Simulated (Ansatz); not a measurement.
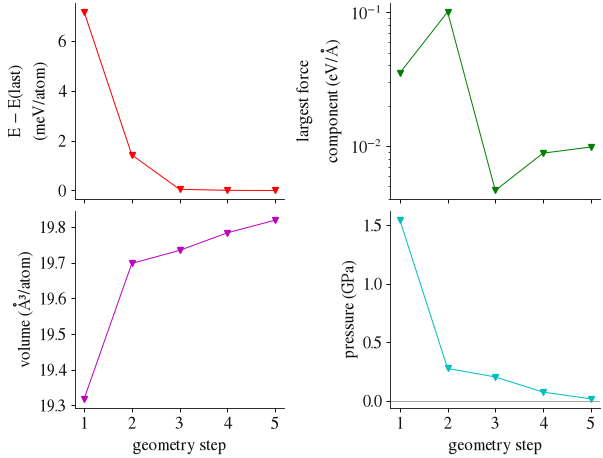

History of a geometry optimisation. Atoms and cell relax. A closing SCF on a freshly chosen basis isn't drawn.

Na2ZrS2 (I4/mmm, 5 atoms in the cell); Ansatz, DFT PBE, scalar-relativistic, plane waves, PAW; cutoff 420 eV, 12×12×12 k-mesh, Gaussian smearing of 0.1 eV, collinear spins.

Question: How did the optimisation end?

Answer: The optimisation met its thresholds at geometry 5, counting the start as the first. The energy fell by about 7.2 meV/atom from the first step to the last. The largest force component goes from about 0.035 eV/Å at the start to 0.01 eV/Å at the end, with a peak of 0.1 eV/Å at step 2.

Question: What happens to the cell?

Answer: The volume grows from 19.32 to 19.82 Å³ per atom (+2.6 %), as the pressure goes from 1.5 GPa to about 0 GPa. The start was compressed.
